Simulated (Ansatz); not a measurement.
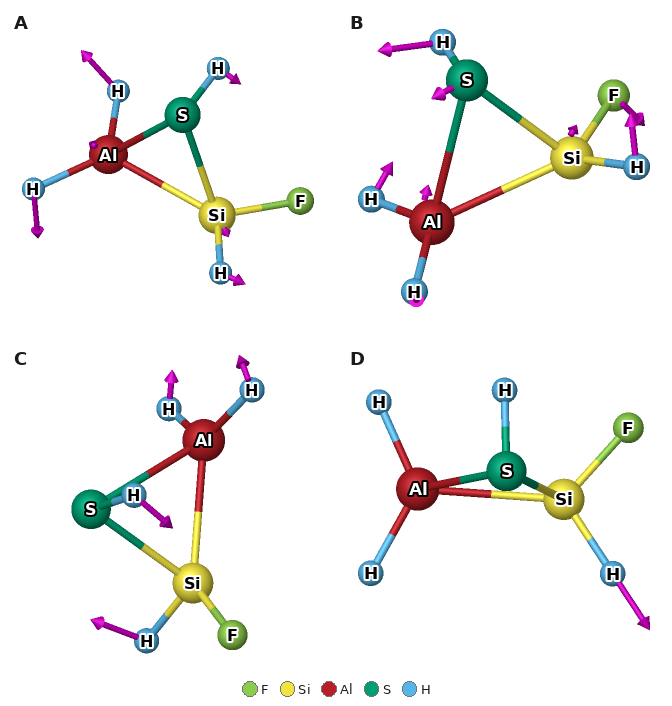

4 normal modes of one molecule or complex, as arrows. Harmonic vibrations computed with RKS PBE0-D4/def2-TZVP (Ansatz 0.2.0) at a stationary point of the same level.

Question: Match the panels to the wavenumbers 190 cm⁻¹, 429 cm⁻¹, 741 cm⁻¹, 2208 cm⁻¹.

Answer: A: 429 cm⁻¹
B: 190 cm⁻¹
C: 741 cm⁻¹, angle bending
D: 2208 cm⁻¹, Si–H stretching
